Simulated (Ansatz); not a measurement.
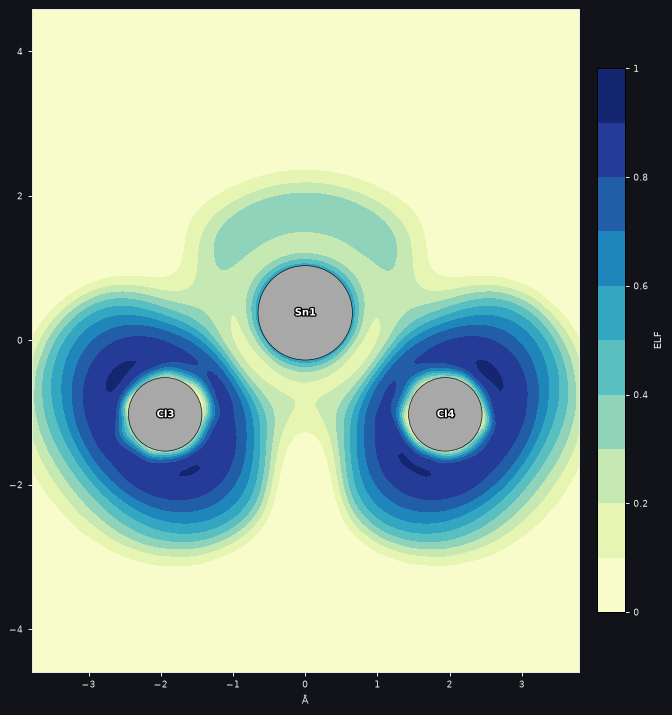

Figure 1: Cl₃Sn···H₂ (doublet). ELF on the plane of atoms Cl3, Sn1 and Cl4. Grey discs cover the atomic cores.

Core potentials replace the inner electrons of Sn.

Level of theory: Ansatz 0.2.0, UKS PBE/def2-SVP.

Input

```
crystal:
  periodic: [false, false, false]
  atoms:
    - { symbol: Sn, position_ang: [0.00018, 0.0, -0.027632] }
    - { symbol: H, position_ang: [7.0e-06, 0.0, 1.709981] }
    - { symbol: Cl, position_ang: [2.181639, 0.0, -0.905411] }
    - { symbol: Cl, position_ang: [-1.089679, 1.88979, -0.905409] }
    - { symbol: Cl, position_ang: [-1.089679, -1.88979, -0.905409] }
    - { symbol: H, position_ang: [-6.8e-05, 0.0, 3.566381] }
magnetization:
  spin_polarized: true
  initial_magnetization: 1
basis:
  gaussian: { orbitals: def2-SVP }
hamiltonian:
  xc: pbe
relax:
  f_tol: 0.03
  max_steps: 50
output:
  orbitals: {}
```

Run with:

```sh
ansatz run input.yaml --threads 2 --pin off --max-ram 3072MiB --backend cpu --events-out ev --progress --plain --runs-dir out
```

The fields are those of the run's last geometry, not of the input's.

Question: Describe what can be read from this map.

Answer:
- The section cuts through Sn and Cl sites.
- Sn–Cl (2.40 Å): the ELF peaks at about 0.80 in the valence shell of Cl, 0.8 Å from its nucleus, and drops to about 0.15 between the two atoms.
- The ELF also peaks beside Cl3 and Cl4, away from the bonds: non-bonding electrons, paired or unpaired.
